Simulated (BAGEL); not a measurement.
# RI-MP2/def2-SVP (density fitting with qzvpp-jkfit) run of AlH2SF3 (SMILES [F][Al]([F])([F])<-[SH2])

Aim: the energy change on altering one bond length of AlH2SF3 at RI-MP2/def2-SVP (density fitting with qzvpp-jkfit), from 2 runs. 

Program for the calculation: BAGEL 1.2.2.

**1. The system as given**

The species is AlH2SF3 (7 atoms), meant as a singlet with charge 0. SMILES: `[F][Al]([F])([F])<-[SH2]`. The shape comes from GFN2-xTB, which is rough for such elements, and wasn't checked as a minimum.

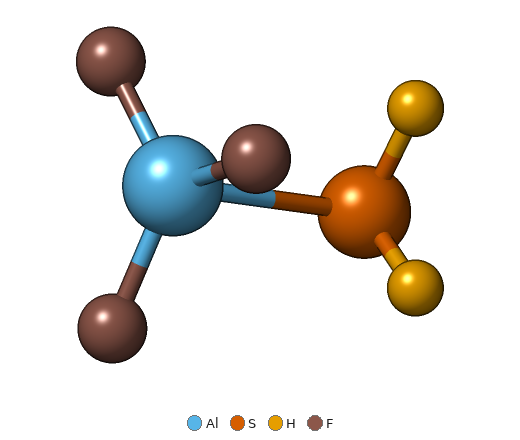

The structure, seen from a chosen angle (aluminium blue, sulfur orange, hydrogen amber, fluorine brown).

**2. The energy at RI-MP2/def2-SVP (density fitting with qzvpp-jkfit)**

Contents of mp2.json:

```json
{ "bagel": [

{
  "title": "molecule",
  "basis": "svp",
  "df_basis": "qzvpp-jkfit",
  "angstrom": true,
  "geometry": [
    { "atom": "Al", "xyz": [    0.139410,   -0.238690,   -0.977540 ] },
    { "atom": "S", "xyz": [    0.146750,   -0.246790,    1.495460 ] },
    { "atom": "H", "xyz": [    0.511290,    1.036380,    1.505460 ] },
    { "atom": "H", "xyz": [   -1.151450,    0.059610,    1.503580 ] },
    { "atom": "F", "xyz": [    1.761120,   -0.180430,   -1.233560 ] },
    { "atom": "F", "xyz": [   -0.688880,    1.188410,   -1.069040 ] },
    { "atom": "F", "xyz": [   -0.718240,   -1.618490,   -1.224370 ] }
  ]
},
{
  "title": "hf"
},
{
  "title": "mp2",
  "ncore": 13
}

]}
```

Command:

```sh
$ BAGEL_NUM_THREADS=1 BAGEL mp2.json > mp2.out
```

Output:

```text
* using 1 threads per process

  ===============================================================
  ===============================================================

  *** Geometry ***

  { "atom" : "Al", "xyz" : [      0.263447,     -0.451059,     -1.847283 ] },
  { "atom" : "S", "xyz" : [      0.277317,     -0.466366,      2.826010 ] },
  { "atom" : "H", "xyz" : [      0.966198,      1.958474,      2.844907 ] },
  { "atom" : "H", "xyz" : [     -2.175925,      0.112647,      2.841354 ] },
  { "atom" : "F", "xyz" : [      3.328034,     -0.340963,     -2.331091 ] },
  { "atom" : "F", "xyz" : [     -1.301795,      2.245769,     -2.020193 ] },
  { "atom" : "F", "xyz" : [     -1.357277,     -3.058503,     -2.313724 ] },

  Number of auxiliary basis functions:      523

  Since a DF basis is specified, we compute 2- and 3-index integrals:
    o Being stored without compression. Storage requirement is 0.032 GB

  Number of basis functions:       88
  Number of electrons      :       58

    * METHOD: MOLECULE                             0.26

  *** RHF ***

  === Nuclear Repulsion ===
   302.3420416721

      * DIIS with orbital gradients will be used.

  === RHF iteration (svp) ===
      0       -938.37441642          0.02322457           0.10
      1       -938.60421673          0.01500311           0.09
      2       -938.73275645          0.00106985           0.09
      3       -938.73406411          0.00021561           0.09
      4       -938.73411678          0.00005555           0.09
      5       -938.73412108          0.00001295           0.09
      6       -938.73412124          0.00000617           0.09
      7       -938.73412126          0.00000099           0.09
      8       -938.73412127          0.00000039           0.09
      9       -938.73412127          0.00000012           0.09
     10       -938.73412127          0.00000002           0.09
     11       -938.73412127          0.00000001           0.09
    * SCF iteration converged.

    * Permanent dipole moment:
           (    0.233710,    -0.403669,    -1.599636) a.u.

    * METHOD: HF                                   1.30

  *** RHF ***

  === Nuclear Repulsion ===
   302.3420416721

      * DIIS with orbital gradients will be used.

  === RHF iteration (svp) ===
      0       -938.73412127          0.00000000           0.09
    * SCF iteration converged.

    * Permanent dipole moment:
           (    0.233710,    -0.403669,    -1.599636) a.u.

  === DF-MP2 calculation ===

    * freezing 13 orbitals
    * 3-index integral transformation done
    * assembly done

      MP2 correlation energy:   -0.7626242167      0.05

      MP2 total energy:       -939.4967454828

    * METHOD: MP2                                  0.24

  ===============================================================
```

Wall time 1.9 s (1 thread of Arm Neoverse V1, shared host); peak memory 0.14 GiB.

**3. The distorted shape, same level**

Contents of calc.json:

```json
{ "bagel": [

{
  "title": "molecule",
  "basis": "svp",
  "df_basis": "qzvpp-jkfit",
  "angstrom": true,
  "geometry": [
    { "atom": "Al", "xyz": [    0.788472,   -0.391881,   -0.981600 ] },
    { "atom": "S", "xyz": [    0.795812,   -0.399981,    1.491400 ] },
    { "atom": "H", "xyz": [    1.160352,    0.883189,    1.501400 ] },
    { "atom": "H", "xyz": [   -1.151450,    0.059610,    1.503580 ] },
    { "atom": "F", "xyz": [    2.410182,   -0.333621,   -1.237620 ] },
    { "atom": "F", "xyz": [   -0.039818,    1.035219,   -1.073100 ] },
    { "atom": "F", "xyz": [   -0.069178,   -1.771681,   -1.228430 ] }
  ]
},
{
  "title": "hf",
  "charge": 0
},
{
  "title": "mp2",
  "charge": 0,
  "ncore": 13
}

]}
```

Command:

```sh
$ BAGEL_NUM_THREADS=1 BAGEL calc.json > calc.out
```

Output:

```text
* using 1 threads per process

  ===============================================================
  ===============================================================

  *** Geometry ***

  { "atom" : "Al", "xyz" : [      1.489996,     -0.740548,     -1.854955 ] },
  { "atom" : "S", "xyz" : [      1.503867,     -0.755855,      2.818338 ] },
  { "atom" : "H", "xyz" : [      2.192747,      1.668985,      2.837235 ] },
  { "atom" : "H", "xyz" : [     -2.175925,      0.112647,      2.841354 ] },
  { "atom" : "F", "xyz" : [      4.554584,     -0.630452,     -2.338763 ] },
  { "atom" : "F", "xyz" : [     -0.075245,      1.956280,     -2.027865 ] },
  { "atom" : "F", "xyz" : [     -0.130727,     -3.347992,     -2.321396 ] },

  Number of auxiliary basis functions:      523

  Since a DF basis is specified, we compute 2- and 3-index integrals:
    o Being stored without compression. Storage requirement is 0.032 GB

  Number of basis functions:       88
  Number of electrons      :       58

    * METHOD: MOLECULE                             0.26

  *** RHF ***

  === Nuclear Repulsion ===
   299.5801133381

      * DIIS with orbital gradients will be used.

  === RHF iteration (svp) ===
      0       -938.27449912          0.02310467           0.10
      1       -938.51030417          0.01491661           0.09
      2       -938.63843806          0.00110114           0.10
      3       -938.64012050          0.00024956           0.09
      4       -938.64021040          0.00008157           0.09
      5       -938.64022335          0.00002609           0.09
      6       -938.64022470          0.00001270           0.09
      7       -938.64022509          0.00000563           0.09
      8       -938.64022520          0.00000250           0.09
      9       -938.64022521          0.00000075           0.09
     10       -938.64022522          0.00000022           0.09
     11       -938.64022522          0.00000009           0.09
     12       -938.64022522          0.00000003           0.09
     13       -938.64022522          0.00000001           0.09
    * SCF iteration converged.

    * Permanent dipole moment:
           (    0.413395,    -0.466776,    -1.599750) a.u.

    * METHOD: HF                                   1.48

  *** RHF ***

  === Nuclear Repulsion ===
   299.5801133381

      * DIIS with orbital gradients will be used.

  === RHF iteration (svp) ===
      0       -938.64022522          0.00000000           0.10
    * SCF iteration converged.

    * Permanent dipole moment:
           (    0.413395,    -0.466776,    -1.599750) a.u.

  === DF-MP2 calculation ===

    * freezing 13 orbitals
    * 3-index integral transformation done
    * assembly done

      MP2 correlation energy:   -0.7707511376      0.05

      MP2 total energy:       -939.4109763536

    * METHOD: MP2                                  0.26

  ===============================================================
```

Wall time 2.1 s (1 thread of Arm Neoverse V1, shared host); peak memory 0.14 GiB.

**4. Results**

At RI-MP2/def2-SVP (density fitting with qzvpp-jkfit), 13 core orbitals frozen:

| quantity | value |
| --- | --- |
| first shape: total energy | -939.49675 Eh |
| first shape: correlation energy (13 core orbitals frozen) | -762.6 mEh |
| distorted shape: total energy | -939.41098 Eh |
| distorted shape: correlation energy (13 core orbitals frozen) | -770.8 mEh |
| energy change with the S2–H4 bond stretched from 1.334 to 2.001 Å | 2.334 eV |

In words: With the S2–H4 bond stretched from 1.334 to 2.001 Å the energy rises by 2.33 eV (54 kcal/mol). The first shape isn't relaxed at this level, so the change isn't measured from a minimum.
